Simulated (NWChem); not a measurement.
**triplet C4H8 at 5 levels**

Wanted: a comparison of 5 runs (UHF/6-31G*, UB3LYP/6-31G*, U-r2SCAN/6-31G*, UPBE0/6-31G*, UMP2/6-31G*) of triplet C4H8. 

The calculation is run with NWChem 7.3.0.

2 further runs of the same task are left out: 2 set aside as unsound or not needed.

## 1. The system as given

C4H8 has 12 atoms, charge 0, and is taken as a triplet. As SMILES of the parent species, `C=C(C)C`. Geometry: relaxed at PBE0-D4/def2-TZVP. That shape belongs to the parent species and isn't relaxed for this state.

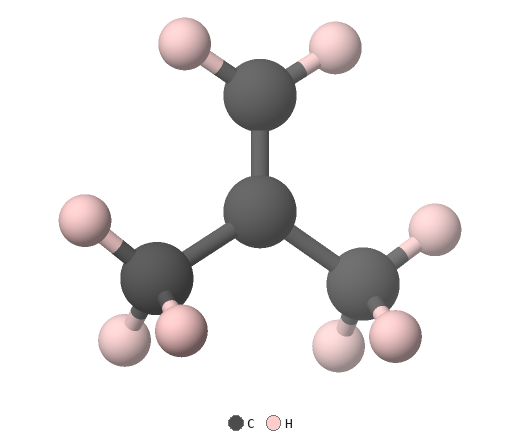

Viewed from a chosen angle; carbon dark grey, hydrogen pink.

## 2. A single-point energy at UHF/6-31G(d) (spherical functions) (run 1)

File struct.nw:

```
start struct
title "C4H8"
memory total 2200 mb

geometry units angstrom noautosym nocenter noautoz
C    -0.574120    1.411480   -0.250890
C    -0.080110    0.196690   -0.034980
C     0.052960   -0.375770    1.340390
C     0.379100   -0.686080   -1.151630
H    -0.665480    1.815140   -1.253360
H    -0.904100    2.041770    0.567700
H    -0.516670   -1.306910    1.430310
H    -0.299190    0.318290    2.104310
H     1.096630   -0.627710    1.556930
H    -0.178340   -1.628870   -1.155760
H     0.254300   -0.208180   -2.123920
H     1.435040   -0.949860   -1.029100
end

basis spherical bse
C library 6-31G*
H library 6-31G*
end

scf
triplet
uhf
thresh 1e-08
maxiter 80
end

task scf energy
```

Run with:

```console
$ nwchem struct.nw > struct.out
```

The program printed:

```text
[...]
  functions       =    72
[...]
  wavefunction    = UHF
[...]
         Total SCF energy =   -155.979372486104
      One electron energy =   -446.979583028981
      Two electron energy =    170.824167325666
 Nuclear repulsion energy =    120.176043217211
                       Sz =      1.0000
                 Sz(Sz+1) =      2.0000
                      S^2 =      2.0224
[...]
```

Wall time 15 s (1 thread of AMD EPYC 7R43 (Zen 3), shared host); peak memory 0.096 GiB.

## 3. The energy at UB3LYP/6-31G(d) (spherical functions) (run 2)

File run.py:

```python
from ase import Atoms
from ase.calculators.nwchem import NWChem

atoms = Atoms(['C', 'C', 'C', 'C', 'H', 'H', 'H', 'H', 'H', 'H', 'H', 'H'], positions=[
    [-0.574120, 1.411480, -0.250890],
    [-0.080110, 0.196690, -0.034980],
    [0.052960, -0.375770, 1.340390],
    [0.379100, -0.686080, -1.151630],
    [-0.665480, 1.815140, -1.253360],
    [-0.904100, 2.041770, 0.567700],
    [-0.516670, -1.306910, 1.430310],
    [-0.299190, 0.318290, 2.104310],
    [1.096630, -0.627710, 1.556930],
    [-0.178340, -1.628870, -1.155760],
    [0.254300, -0.208180, -2.123920],
    [1.435040, -0.949860, -1.029100],
])

calc = NWChem(
    label='struct',
    theory='dft',
    memory='2200 mb',
    basis='6-31G*',
    basispar='spherical bse',
    dft={'xc': 'b3lyp', 'mult': '3', 'grid': 'xfine', 'convergence': 'energy 1e-08', 'iterations': '100', 'mulliken': None, 'print': 'low'},
    task='energy',
)
atoms.calc = calc

e = atoms.get_potential_energy()
print(f"E = {e:.6f} eV")
```

Run with:

```console
$ export ASE_NWCHEM_COMMAND="nwchem PREFIX.nwi > PREFIX.nwo"
$ python run.py
```

The program printed:

```text
E = -4273.782526 eV
```

The calculator wrote struct.nwi:

```
title "struct"

permanent_dir struct

scratch_dir struct

start struct

geometry units angstrom nocenter noautosym noautoz
  C  -5.7411999999999996e-01 1.4114800000000001e+00 -2.5089000000000000e-01
  C  -8.0110000000000001e-02 1.9669000000000000e-01 -3.4979999999999997e-02
  C  5.2960000000000000e-02 -3.7576999999999999e-01 1.3403900000000000e+00
  C  3.7909999999999999e-01 -6.8608000000000002e-01 -1.1516299999999999e+00
  H  -6.6547999999999996e-01 1.8151400000000000e+00 -1.2533600000000000e+00
  H  -9.0410000000000001e-01 2.0417700000000001e+00 5.6769999999999998e-01
  H  -5.1666999999999996e-01 -1.3069100000000000e+00 1.4303100000000000e+00
  H  -2.9919000000000001e-01 3.1829000000000002e-01 2.1043099999999999e+00
  H  1.0966300000000000e+00 -6.2770999999999999e-01 1.5569299999999999e+00
  H  -1.7834000000000000e-01 -1.6288700000000000e+00 -1.1557599999999999e+00
  H  2.5430000000000003e-01 -2.0818000000000000e-01 -2.1239200000000000e+00
  H  1.4350400000000001e+00 -9.4986000000000004e-01 -1.0290999999999999e+00
end

memory 2200 mb

basis spherical bse noprint
   * library 6-31G*
end

dft
  xc b3lyp
  mult 3
  grid xfine
  convergence energy 1e-08
  iterations 100
  mulliken
  print low
end

task dft energy
```

struct.nwo:

```text
Northwest Computational Chemistry Package (NWChem) 7.3.0
             --------------------------------------------------------

           Job information
           ---------------

    nwchem branch   = 7.3.0
    use scalapack   = T
    input           = struct.nwi
    prefix          = struct.
    data base       = struct/struct.db
    status          = startup
    nproc           =        1

           Memory information
           ------------------

[... 5 lines left out ...]
    hardfail = no
[... 37 lines left out ...]
            Nuclear Dipole moment (a.u.)
[... 107 lines left out ...]
         Total DFT energy =     -157.058612243060
[... 1 line left out ...]
           Coulomb energy =      195.008370251526
[... 1 line left out ...]
 Nuclear repulsion energy =      120.176043217210
[... 41 lines left out ...]
     ------------------------------------------
      Spin Density - Lowdin Population Analysis
     ------------------------------------------

    Atom       Charge   Shell Charges
 -----------   ------   -------------------------------------------------------
    1 C    6     1.04   0.00  0.02  0.57  0.01  0.42  0.02
    2 C    6     0.87   0.00  0.02  0.56  0.01  0.27  0.02
    3 C    6    -0.02  -0.00 -0.00 -0.02 -0.00 -0.01  0.02
[... 8 lines of this table left out ...]
   12 H    1     0.05   0.03  0.02

     --------------------------
     Expectation value of S2:
     --------------------------
      <S2> =      2.0067 (Exact =     2.0000)

 Task  times  cpu:       70.3s     wall:       70.3s
 Total times  cpu:       70.3s     wall:       70.3s
```

It took 72 s on 1 thread of AMD EPYC 7R43 (Zen 3), shared host; peak memory 0.15 GiB.

Runs 3 to 4 aren't shown in full; the table further down has their settings and results.

## 4. The energy at UMP2/6-31G(d) (spherical functions) (run 5)

File run.py:

```python
from ase import Atoms
from ase.calculators.nwchem import NWChem

molecule = Atoms(['C', 'C', 'C', 'C', 'H', 'H', 'H', 'H', 'H', 'H', 'H', 'H'], positions=[
    [-0.574120, 1.411480, -0.250890],
    [-0.080110, 0.196690, -0.034980],
    [0.052960, -0.375770, 1.340390],
    [0.379100, -0.686080, -1.151630],
    [-0.665480, 1.815140, -1.253360],
    [-0.904100, 2.041770, 0.567700],
    [-0.516670, -1.306910, 1.430310],
    [-0.299190, 0.318290, 2.104310],
    [1.096630, -0.627710, 1.556930],
    [-0.178340, -1.628870, -1.155760],
    [0.254300, -0.208180, -2.123920],
    [1.435040, -0.949860, -1.029100],
])

calc = NWChem(
    label='c4h8',
    theory='mp2',
    memory='2200 mb',
    basis='6-31G*',
    basispar='spherical bse',
    scf={'nopen': '2', 'uhf': None, 'thresh': '1e-08', 'maxiter': '80'},
    mp2={'freeze': 'core 4', 'tight': None},
    task='energy',
)
molecule.calc = calc

e = molecule.get_potential_energy()
print(f"E = {e:.6f} eV")
```

Run with:

```console
$ export ASE_NWCHEM_COMMAND="nwchem PREFIX.nwi > PREFIX.nwo"
$ python run.py
```

The program printed:

```text
E = -4257.132105 eV
```

The calculator wrote c4h8.nwi:

```
title "c4h8"

permanent_dir c4h8

scratch_dir c4h8

start c4h8

geometry units angstrom nocenter noautosym noautoz
  C  -5.7411999999999996e-01 1.4114800000000001e+00 -2.5089000000000000e-01
  C  -8.0110000000000001e-02 1.9669000000000000e-01 -3.4979999999999997e-02
  C  5.2960000000000000e-02 -3.7576999999999999e-01 1.3403900000000000e+00
  C  3.7909999999999999e-01 -6.8608000000000002e-01 -1.1516299999999999e+00
  H  -6.6547999999999996e-01 1.8151400000000000e+00 -1.2533600000000000e+00
  H  -9.0410000000000001e-01 2.0417700000000001e+00 5.6769999999999998e-01
  H  -5.1666999999999996e-01 -1.3069100000000000e+00 1.4303100000000000e+00
  H  -2.9919000000000001e-01 3.1829000000000002e-01 2.1043099999999999e+00
  H  1.0966300000000000e+00 -6.2770999999999999e-01 1.5569299999999999e+00
  H  -1.7834000000000000e-01 -1.6288700000000000e+00 -1.1557599999999999e+00
  H  2.5430000000000003e-01 -2.0818000000000000e-01 -2.1239200000000000e+00
  H  1.4350400000000001e+00 -9.4986000000000004e-01 -1.0290999999999999e+00
end

memory 2200 mb

basis spherical bse noprint
   * library 6-31G*
end

scf
  nopen 2
  uhf
  thresh 1e-08
  maxiter 80
end
mp2
  freeze core 4
  tight
end

task mp2 energy
```

c4h8.nwo:

```text
Northwest Computational Chemistry Package (NWChem) 7.3.0
             --------------------------------------------------------

           Job information
           ---------------

    nwchem branch   = 7.3.0
    use scalapack   = T
    input           = c4h8.nwi
    prefix          = c4h8.
    data base       = c4h8/c4h8.db
    status          = startup
    nproc           =        1

           Memory information
           ------------------

[... 5 lines left out ...]
    hardfail = no
[... 129 lines left out ...]
 1-e energy   =    -443.449486
[... 9 lines left out ...]
 Convergence threshold     :          1.000E-08
[... 16 lines left out ...]
      One electron energy =   -446.979583029074
[... 9 lines left out ...]
          Final alpha eigenvalues
[... 250 lines left out ...]
                     UHF Final Beta Molecular Orbital Analysis
[... 309 lines left out ...]
          ---------------------------------------------------
                    Spin Component Scaled (SCS) MP2
          Same spin pairs                     -0.110326200608
          Same spin scaling factor             0.333333333333
          Opposite spin pairs                 -0.357021846789
          Opposite spin scaling fact.          1.200000000000
          SCS-MP2 correlation energy          -0.465201616349
          Total SCS-MP2 energy              -156.444574102485
          ---------------------------------------------------

 -----------------------
 Task  times  cpu:       17.0s     wall:       17.0s
 Total times  cpu:       17.0s     wall:       17.0s
```

It took 19 s on 1 thread of AMD EPYC 7R43 (Zen 3), shared host; peak memory 0.16 GiB.

## 5. The series

| run | level | iteration cap | module | energy (Eh) | dipole moment (D) | HOMO energy (eV) | ⟨S²⟩ | wall time |
| --- | --- | --- | --- | --- | --- | --- | --- | --- |
| 1 | UHF/6-31G* (spherical functions) | 80 | scf | -155.979372 | 0.06 | -5.73 | 2.022 | 15 s |
| 2 | UB3LYP/6-31G* (spherical functions) | 100 | dft | -157.058612 | – | – | 2.007 | 72 s |
| 3 | U-r2SCAN/6-31G* (spherical functions) | 100 | dft | -156.953943 | 0.22 | -1.54 | 2.011 | 1.7 min |
| 4 | UPBE0/6-31G* (spherical functions) | 100 | dft | -156.859485 | 0.21 | -2.44 | 2.008 | 74 s |
| 5 | UMP2/6-31G* (spherical functions) | 80 | mp2 | -156.446721 | – | -5.73 | 2.022 | 19 s |

## 6. What came out

```
                                                         quantity          value
                                              run 5: total energy  -156.44672 Eh
run 5: HOMO energy (Hartree–Fock orbitals) (highest over α and β)       -5.73 eV
 run 5: LUMO energy (Hartree–Fock orbitals) (lowest over α and β)        1.91 eV
               run 5: correlation energy (4 core orbitals frozen)     -467.3 mEh
                         run 5: ⟨S²⟩ of the reference determinant          2.022
```

What this shows: Over runs 1, 3, 4 the dipole moment (its size) runs from 0.06 D (UHF/6-31G*) to 0.22 D (U-r2SCAN/6-31G*). Totals of different functionals can't be ranked against each other. All runs together took 4.7 min, the longest 1.7 min.
